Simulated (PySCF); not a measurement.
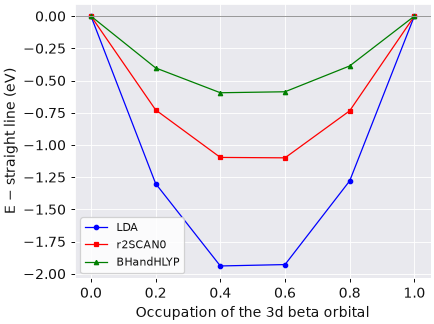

One 3d beta orbital of Co⁺ ([Ar] 3d⁸) is emptied in steps. The plot gives the energy less the straight line between the integer ends. PySCF, def2-SVP, non-relativistic, unrestricted single determinants, no spin-orbit coupling.

Question: Describe the curvature of each method.

Answer: LDA: convex (delocalisation error), largest departure −1.9 eV, removal energy 17.76 eV; r2SCAN0: convex (delocalisation error), largest departure −1.1 eV, removal energy 16.69 eV; BHandHLYP: convex (delocalisation error), largest departure −0.59 eV, removal energy 16.47 eV. The measured removal energy is 17.08 eV. The exact energy is a straight line between whole electron numbers.
